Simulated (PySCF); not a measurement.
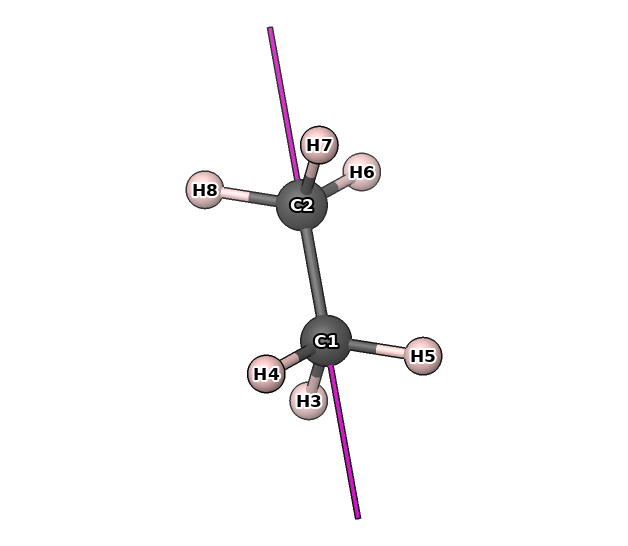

A line through the centre of mass is drawn in. Atoms fade into the background with distance from the viewer. The geometry was computed by an optimisation with PBE0-D3(BJ)/def2-SVP. No frequency run is at hand to confirm it as a minimum.

Q: Is the line a proper rotation axis of the structure, and of what order?

A: Yes, a C3 axis. A turn by 120° leaves C1, C2 in place and moves H3 → H4 → H5 → H3; H6 → H8 → H7 → H6. The point group is D3d.
